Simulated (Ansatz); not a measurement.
Profile along the Al–Al line in TiAl (CuAu type, space group P4/mmm)

TiAl (CuAu type, space group P4/mmm)

```yaml
crystal:
  lattice:
    - [2.82428, 0.00000, 0.00000]
    - [0.00000, 2.82428, 0.00000]
    - [0.00000, 0.00000, 4.07075]
  atoms:
    - { symbol: Al, position: [0.50000, 0.50000, 0.50000] }
    - { symbol: Ti, position: [0.00000, 0.00000, 0.00000] }
```

Fields along a shortest Al–Al line of a (0 -1 1) plane (2.82 Å), from Al to Al, interpolated on the slice's grid (step about 0.2 Å). Calculation: PBE (plane waves to 420 eV, PAW, scalar-relativistic; Ansatz, a quantum-chemistry and plane-wave program). k mesh 16×16×12. Inside the PAW spheres the values are not all-electron values, and peaks at nuclei hang on which shells count as valence. TiAl is run without spin polarisation. TiAl was relaxed with its symmetry unable to fall.

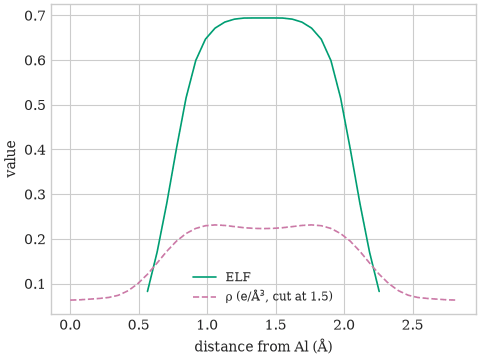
Figure: ELF (away from the nuclei) and valence density from Al to Al.

Density on the Al–Al line (2.82 Å) at its midpoint: 0.22 e/Å³. ELF at that point: 0.69. ELF maximum in the middle third of the Al–Al line: 0.69, 1.4 Å from Al.
